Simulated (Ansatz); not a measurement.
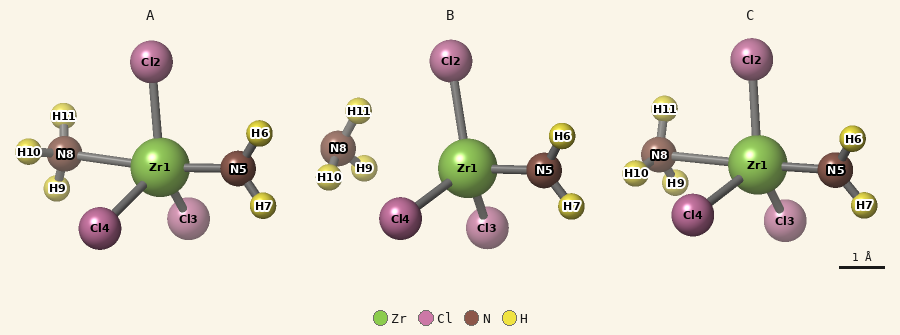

3 geometries from one relaxation of ZrN2H5Cl3, in shuffled order. Style: ball-and-stick. Shown at a tilt.

The run prepares an end point of a later path (reaction) calculation, from a guessed geometry.

Level of theory: RKS revPBE/def2-SVP (Ansatz 0.2.0). (no spin polarisation; force threshold 0.03 eV/Å; at most 50 steps)

Q: Put them in the order of the run, from the start to the converged end.

A: B, C, A. They are steps 0, 12, 27, at +17.4 kcal/mol, +13.6 kcal/mol relative to the last. The energy falls by 17.4 kcal/mol in 23 accepted moves (27 points after the start). Largest force component: 1 eV/Å at the start, 0.015 eV/Å at the end. The line search rejected the trial steps at points 16, 21, 23, 26 of the run. The forces were under the threshold at step 5, but the run went on from there. The atom that moves furthest after the best rigid fit is N8 (0.68 Å). By element the largest moves are N 0.68 Å, H 0.66 Å, Cl 0.36 Å, Zr 0.19 Å. Near-neighbour distances that change, for instance: Zr1–N8 3.408 → 2.540 Å, Zr1–H9 3.329 → 3.072 Å, Zr1–H10 3.283 → 3.080 Å, Zr1–Cl2 2.484 → 2.404 Å. New bonds form, among them: Zr1–N8 (3.41 → 2.54 Å). Bond angles that change, for instance: Cl2–Zr1–N5 102.6° → 93.4°, Cl2–Zr1–Cl3 119.4° → 123.4°, H9–N8–H10 110.2° → 106.3°.

Limits of the set-up: the start holds two separate molecules, 2.6 Å apart at their closest, whose relative position is a soft coordinate and is computed without a dispersion correction.
